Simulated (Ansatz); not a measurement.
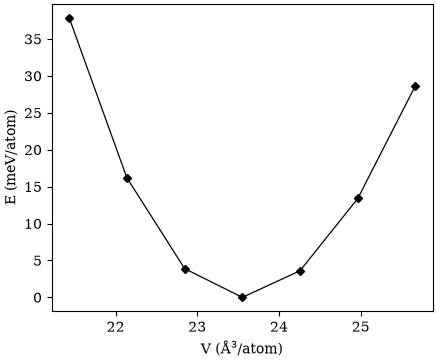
Figure: SnGe (CsCl type, space group No. 221) under volume change, PBE (plane waves, PAW; program Ansatz), scaled uniformly.

Problem. What does a third-order Birch–Murnaghan fit give for V₀, B₀ and B′?

Solution. V₀ = 23.55 Å³/atom, B₀ = 54.8 GPa, B′ = 3.5.

Space group Pm-3m (CsCl type). A made-up cell: these elements were put on the sites of a structure type; neither database checked (COD, Materials Project) lists it. Whether it is the stable phase at ambient conditions was not checked. Symmetry was held in the PBE relaxation; whether a distortion lowers the energy is not shown. Scalar-relativistic: spin–orbit coupling is off unless named, which matters more the heavier the elements.

Potentials: the later of the program's two PAW sets.
